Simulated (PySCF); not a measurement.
**C6H6 (benzene) at 6 levels**

Aim: a comparison of 6 runs (B2PLYP/def2-SVP, B3LYP/def2-SVP, CAM-B3LYP/def2-SVP, M06-2X/def2-SVP, wB97X/def2-SVP, SCS-MP2/def2-SVP) of C6H6 (benzene). Input form: a Python script.

Program for the calculation: PySCF 2.14.0.

1 further run of the same task is left out (set aside as unsound or not needed).

## (1) The molecule

C6H6: 12 atoms, total charge 0, spin state singlet. As SMILES, `c1ccccc1`. The coordinates come from a GFN2-xTB relaxation.

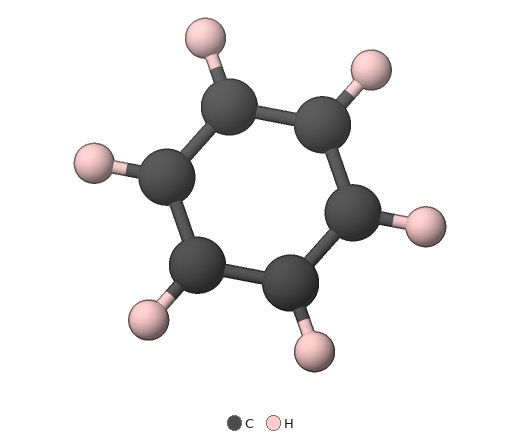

Viewed from a chosen angle; carbon dark grey, hydrogen pink.

## (2) The energy at B2PLYP/def2-SVP (run 1)

File input.py:

```python
# c1ccccc1
from pyscf import gto, dft, mp

mol = gto.Mole()
mol.atom = [
    ('C', (-0.868650, -0.985700, 0.437030)),
    ('C', (0.373390, -0.843300, 1.032660)),
    ('C', (1.241630, 0.142700, 0.595940)),
    ('C', (0.868200, 0.986500, -0.436360)),
    ('C', (-0.373390, 0.843640, -1.032450)),
    ('C', (-1.241630, -0.142400, -0.595820)),
    ('H', (-1.545530, -1.756030, 0.777170)),
    ('H', (0.664350, -1.501890, 1.838390)),
    ('H', (2.210940, 0.253470, 1.060310)),
    ('H', (1.545570, 1.755880, -0.777620)),
    ('H', (-0.664250, 1.501720, -1.838640)),
    ('H', (-2.210620, -0.254580, -1.060620)),
]
mol.spin = 0
mol.charge = 0
mol.max_memory = 1860
mol.verbose = 3
mol.basis = 'def2-svp'
mol.build()

myscf = dft.RKS(mol)
myscf.xc = '0.53*HF + 0.47*B88, 0.73*LYP'
myscf.conv_tol = 1e-10
myscf.grids.level = 5
myscf.kernel()
if not myscf.converged:
    myscf = myscf.newton().run(myscf.mo_coeff, myscf.mo_occ)

pt = mp.MP2(myscf, frozen=6).run()
etot = myscf.e_tot + 0.27 * pt.e_corr
print('PT2 part  %.8f' % (0.27 * pt.e_corr))
print('Final energy', etot)
```

Started as:

```console
$ OMP_NUM_THREADS=1 python input.py
```

The log of the run:

```text
converged SCF energy = -231.558661863569
E(RMP2) = -232.514690493288  E_corr = -0.956028629719304
E(SCS-RMP2) = -232.489964234347  E_corr = -0.931302370778398
PT2 part  -0.25812773
Final energy -231.81678959359317
```

Wall time 31 s (1 thread of Intel Xeon at 2.70GHz, shared host); peak memory 0.62 GiB.

## (3) A single-point energy at B3LYP/def2-SVP (run 2)

File job.py:

```python
from pyscf import gto, dft

mol = gto.M(
    atom=[
    ('C', (-0.868650, -0.985700, 0.437030)),
    ('C', (0.373390, -0.843300, 1.032660)),
    ('C', (1.241630, 0.142700, 0.595940)),
    ('C', (0.868200, 0.986500, -0.436360)),
    ('C', (-0.373390, 0.843640, -1.032450)),
    ('C', (-1.241630, -0.142400, -0.595820)),
    ('H', (-1.545530, -1.756030, 0.777170)),
    ('H', (0.664350, -1.501890, 1.838390)),
    ('H', (2.210940, 0.253470, 1.060310)),
    ('H', (1.545570, 1.755880, -0.777620)),
    ('H', (-0.664250, 1.501720, -1.838640)),
    ('H', (-2.210620, -0.254580, -1.060620)),
],
    verbose=4,
    basis='def2-svp',
    max_memory=1860,
)

mf = dft.RKS(mol)
mf.xc = 'b3lyp'
mf.conv_tol = 1e-10
mf.grids.level = 5
mf.kernel()
if not mf.converged:
    mf = mf.newton().run(mf.mo_coeff, mf.mo_occ)

e_tot = mf.e_tot
print(f'total energy: {e_tot:.8f} hartree')
```

Started as:

```console
$ OMP_NUM_THREADS=1 python job.py
```

The log of the run:

```text
PySCF version 2.14.0

[... 76 lines left out ...]
converged SCF energy = -232.082907421844
total energy: -232.08290742 hartree
```

Run time: 33 s. Hardware: 1 thread of Intel Xeon at 2.70GHz, shared host; peak memory 0.62 GiB.

Runs 3 to 5 aren't shown in full; the table further down has their settings and results.

## (4) The energy at SCS-MP2/def2-SVP (run 6)

File geometry.xyz:

```xyz
12
C6H6
C     -0.868650    -0.985700     0.437030
C      0.373390    -0.843300     1.032660
C      1.241630     0.142700     0.595940
C      0.868200     0.986500    -0.436360
C     -0.373390     0.843640    -1.032450
C     -1.241630    -0.142400    -0.595820
H     -1.545530    -1.756030     0.777170
H      0.664350    -1.501890     1.838390
H      2.210940     0.253470     1.060310
H      1.545570     1.755880    -0.777620
H     -0.664250     1.501720    -1.838640
H     -2.210620    -0.254580    -1.060620
```

File job.py:

```python
# c1ccccc1
from pyscf import gto, scf, mp

system = gto.M(
    atom='geometry.xyz',
    basis='def2-svp',
    max_memory=1860,
    spin=0,
    verbose=4,
)

hf = scf.RHF(system)
hf.conv_tol = 1e-10
hf.kernel()
if not hf.converged:
    hf = hf.newton().run(hf.mo_coeff, hf.mo_occ)

pt = mp.MP2(hf, frozen=6).run()
energy = hf.e_tot + 1.2 * pt.e_corr_os + pt.e_corr_ss / 3
print('E(%s) = %.9f' % ('SCS-MP2', energy))
```

Started as:

```console
$ OMP_NUM_THREADS=1 python job.py
```

The log of the run:

```text
PySCF version 2.14.0

[... 62 lines left out ...]
converged SCF energy = -230.535914353052
[... 1 line left out ...]
******** <class 'pyscf.mp.mp2.RMP2'> ********
nocc = 15, nmo = 108
frozen orbitals 6
E(RMP2) = -231.314495195585  E_corr = -0.778580842533154
E(SCS-RMP2) = -231.295744551877  E_corr = -0.759830198825128
E_corr(same-spin) = -0.20130786024768
E_corr(oppo-spin) = -0.577272982285474
E(SCS-MP2) = -231.295744552
```

Run time: 5.1 s. Hardware: 1 thread of Intel Xeon at 2.70GHz, shared host; peak memory 0.36 GiB.

## (5) The series

```tsv
run	level	frozen core orbitals	integration grid	energy (Eh)	dipole moment (D) of the reference	HOMO energy (eV)	LUMO energy (eV)	wall time
1	B2PLYP/def2-SVP	6	5	-231.816790	0.00	-7.95	1.44	31 s
2	B3LYP/def2-SVP	–	5	-232.082907	0.00	-7.01	-0.16	33 s
3	CAM-B3LYP/def2-SVP	–	5	-231.939698	0.00	-8.46	1.17	46 s
4	M06-2X/def2-SVP	–	5	-231.967714	0.00	-8.38	0.84	51 s
5	wB97X/def2-SVP	–	5	-232.014135	0.00	-9.49	2.10	53 s
6	SCS-MP2/def2-SVP	6	–	-231.295745	0.00	-9.23	3.70	5.1 s
```

## (6) Results

| quantity | value |
| --- | --- |
| run 6: total energy | -231.29574 Eh |
| run 6: dipole moment (Hartree–Fock density) | 0.00 D |
| run 6: HOMO energy (Hartree–Fock orbitals) | -9.23 eV |
| run 6: LUMO energy (Hartree–Fock orbitals) | 3.70 eV |
| run 6: HOMO–LUMO gap (Hartree–Fock orbitals) | 12.93 eV |
| run 6: correlation energy (6 core orbitals frozen) | -759.8 mEh |

**Reading.** Over runs 1, 2, 3, 4, 5 the HOMO–LUMO gap runs from 6.85 eV (B3LYP/def2-SVP) to 11.60 eV (wB97X/def2-SVP). Totals of different functionals can't be ranked against each other. All runs together took 3.7 min, the longest 53 s.
